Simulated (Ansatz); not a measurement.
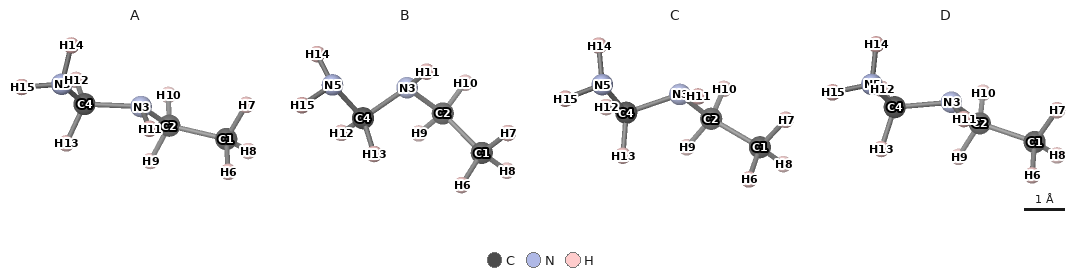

4 geometries from a converged minimum-energy path of C$_{3}$H$_{10}$N$_{2}$, shuffled. A ball-and-stick model, seen from a free direction.

These are results of RKS B3LYP/def2-SVP (Ansatz), not measurements. Run with 7 movable images; climbing image; force threshold 0.05 eV/Å; iteration limit 60; starting path through a guess of the saddle point.

Question: Which frame is the top of the path?

Answer: C. In order along the path, whose images run from 0 to 8: B (image 1, +1.1 kJ/mol), C (image 4, +9.7 kJ/mol), D (image 6, +2.4 kJ/mol), A (image 7, −2.2 kJ/mol). The motion is a rotation about the C2–N3 bond by about 115°. No bond forms or breaks between the ends. Bond angles that change up to the highest image, for instance: C1–C2–N3 116.6° → 112.9°, N3–C2–H10 107.8° → 110.6°.
